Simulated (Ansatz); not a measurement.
Input file:

```
crystal:
  periodic: [false, false, false]
  atoms:
    - {symbol: F, position_ang: [0.926306, -0.797962, 1.468108]}
    - {symbol: C, position_ang: [0.900209, -0.006806, 0.354828]}
    - {symbol: F, position_ang: [1.751442, -0.560651, -0.558773]}
    - {symbol: Si, position_ang: [-0.879799, 0.066828, -0.361182]}
    - {symbol: H, position_ang: [1.318265, 0.966595, 0.638986]}
    - {symbol: H, position_ang: [-1.765644, 0.662894, 0.668920]}
    - {symbol: H, position_ang: [-1.305227, -1.312363, -0.695308]}
    - {symbol: H, position_ang: [-0.853551, 0.924366, -1.571578]}
basis:
  gaussian: {orbitals: def2-TZVPP}
hamiltonian: {xc: pbe0, dispersion: d4}
output: {orbitals: {seedname: orbitals}}
```

Run with:

```sh
ansatz run in.yaml --threads 2 --pin off --events-out ev --progress --plain --max-ram 4352MiB
```

Geometry: PBE0-D4/def2-TZVP.

Theory: Ansatz 0.2.0, RKS PBE0-D4/def2-TZVPP.

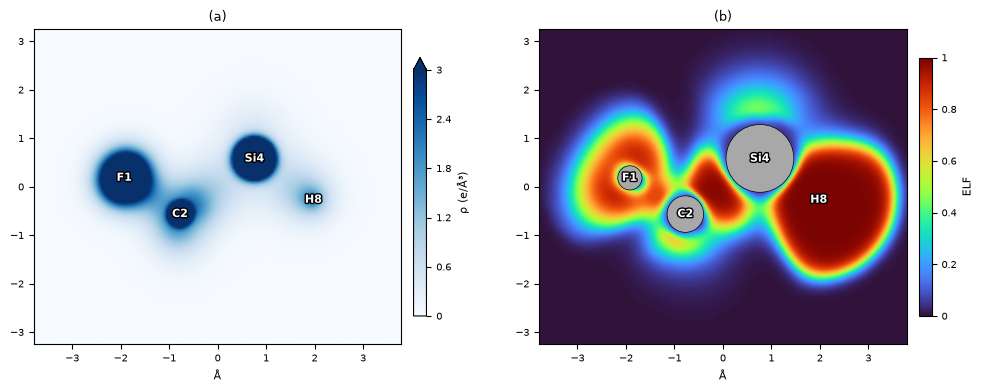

CH₄F₂Si (SMILES FC(F)[SiH3]). (a) electron density; (b) ELF on the plane of atoms C2, Si4 and H8. Grey discs cover the atomic cores in the ELF map.

What do the fields say about this system?

Answer.
- The plane passes through F, C, Si and H nuclei.
- C–F (1.37 Å): ρ at the midpoint is about 2.2 e/Å³, with its minimum of 1.7 e/Å³ about 0.5 Å from C; the ELF peaks at about 0.85 between the atoms, as expected for a shared but strongly polarised pair.
- C–Si (1.92 Å): the density is about 0.97 e/Å³ at the midpoint; the ELF peaks at about 1 between the atoms (localised, covalent bonding).
- Si–H (1.48 Å): ρ is about 0.81 e/Å³ halfway; the ELF climbs to about 1 towards the hydrogen, as it does in any bond to H.
- The ELF also peaks beside F1, away from the bonds: lone-pair regions.
